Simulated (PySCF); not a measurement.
C3H5BrO3Si (SMILES O=C(O)/C(=C\Br)O[SiH3])

```json
{"atom": "O", "x (Å)": "0.0133", "y (Å)": "-1.7031", "z (Å)": "-0.1655"}
{"atom": "C", "x (Å)": "0.8195", "y (Å)": "-0.8154", "z (Å)": "-0.0013"}
{"atom": "O", "x (Å)": "2.1215", "y (Å)": "-1.0313", "z (Å)": "0.1010"}
{"atom": "C", "x (Å)": "0.3837", "y (Å)": "0.5962", "z (Å)": "0.0956"}
{"atom": "C", "x (Å)": "1.1752", "y (Å)": "1.6665", "z (Å)": "0.2740"}
{"atom": "Br", "x (Å)": "3.0273", "y (Å)": "1.6554", "z (Å)": "0.4549"}
{"atom": "O", "x (Å)": "-0.9273", "y (Å)": "0.7806", "z (Å)": "-0.0114"}
{"atom": "Si", "x (Å)": "-2.1434", "y (Å)": "-0.3216", "z (Å)": "-0.2387"}
{"atom": "H", "x (Å)": "2.3251", "y (Å)": "-1.9786", "z (Å)": "0.0281"}
{"atom": "H", "x (Å)": "0.7374", "y (Å)": "2.6511", "z (Å)": "0.3255"}
{"atom": "H", "x (Å)": "-2.0512", "y (Å)": "-0.9759", "z (Å)": "-1.5361"}
{"atom": "H", "x (Å)": "-2.2905", "y (Å)": "-1.2171", "z (Å)": "0.8998"}
{"atom": "H", "x (Å)": "-3.1949", "y (Å)": "0.6938", "z (Å)": "-0.2436"}
```

Geometry: GFN2-xTB.

All numbers below come from CAM-B3LYP/def2-SVPD, SCF density, gas phase (PySCF).

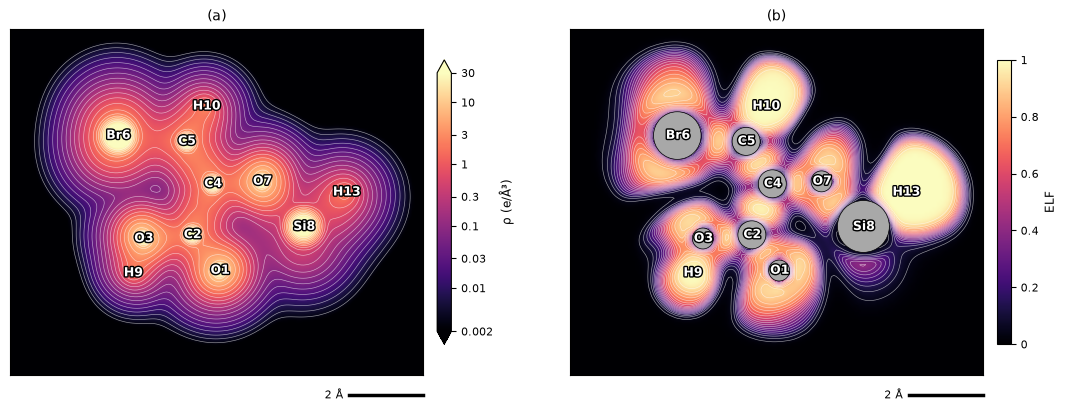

Figure 1. (a) total electron density; (b) electron localisation function on the plane of atoms C4, C5 and H10. Grey discs cover the atomic cores in the ELF map.

**What does the map show?**

The section cuts through O, C, Br, Si and H sites. C–O (1.21 Å): ρ is about 3.3 e/Å³ halfway; the ELF peaks at about 0.85 between the atoms (a multiple bond). C–C (1.34 Å): ρ at the midpoint is about 2.3 e/Å³; the ELF peaks at about 0.95 between the atoms (a multiple bond). Si–O (1.66 Å): ρ is about 1.1 e/Å³ halfway; the ELF peaks at about 0.90 between the atoms: a shared but strongly polarised pair. C–Br (1.86 Å): ρ is about 1.2 e/Å³ halfway; the ELF peaks at about 0.90 between the atoms: localised, covalent bonding. O–H (0.97 Å): the density is about 3.7 e/Å³ at the midpoint; the ELF climbs to about 1 towards the hydrogen, as it does in any bond to H (a covalent bond by its length). The ELF also peaks beside O1, Br6 and O7, away from the bonds: lone-pair regions.

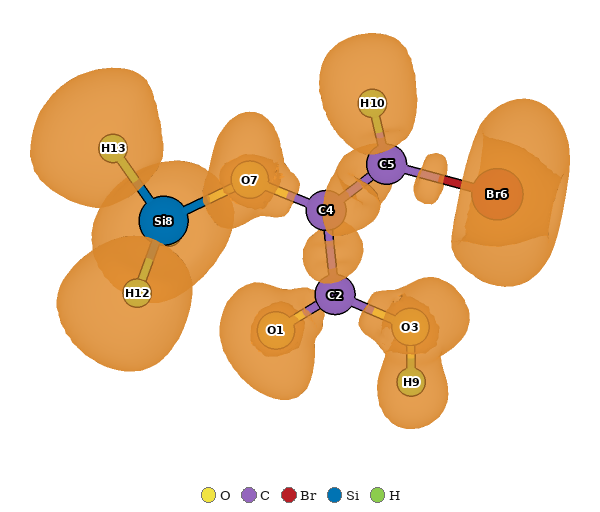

Figure 2. Isosurface of the electron localisation function at 0.75 (orange), seen at a tilt. Core shells and regions of very low density are left out.

**Where are the electrons localised?**

The surface consists of one region between bonded Br–C atoms (shared pairs), two regions between bonded C–C atoms (shared pairs), four regions around hydrogen nuclei, two regions on O in which the atom's valence shell and bonds are merged, one ring or bowl of non-bonding electrons around Br and one joined region spread over several atoms (H, O), in which their bonds and any lone pairs are merged.

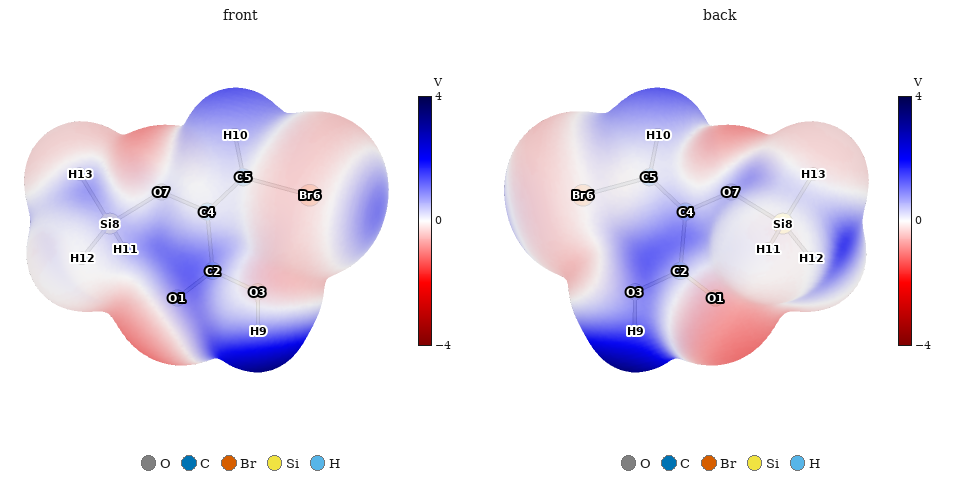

Figure 3. The molecular electrostatic potential painted on the density surface at 0.002 e/bohr³, seen from the front and from behind; red is negative and blue positive.

**Where is the surface potential most negative and most positive?**

The most negative region (about −1.0 V) lies over O1, the most positive (about +3.2 V) over H9. Br6 shows a σ-hole: about +1.0 V at the tip opposite its bond, against about −0.4 V on its flanks. O1 is the likeliest acceptor of a hydrogen bond.

**What dipole moment does the calculation give?**

Its dipole moment is 1.55 D.
